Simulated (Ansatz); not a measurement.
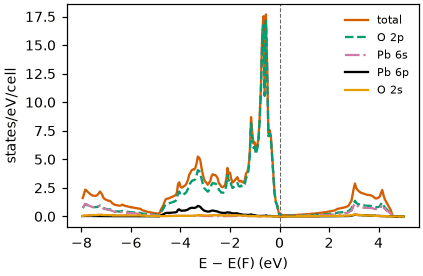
Fig. 1. Total and projected density of states of PbO2 (rutile, P4_2/mnm), DFT-LDA in the program Ansatz with PAW potentials

### Question
Which orbitals carry the states next to the Fermi level?

### Answer
Within 0.5 eV of the Fermi level: O 2p 96 %. Projections are on Löwdin-orthogonalised atomic valence shells; empty p or d shells of many metals are not among them.

### Question
Where is the tallest occupied peak in this window, and what makes it?

### Answer
Near -0.5 eV, about 18 states/eV per cell; the largest projected share is O 2p.

Symmetry was held in the LDA relaxation; of distortions, only those at the zone centre were tested, and some modes there are weakly imaginary. A small band overlap can be real or an error of a semilocal functional. Spin–orbit coupling is left out wherever it is not named.

Potentials: the later of the program's two PAW sets.
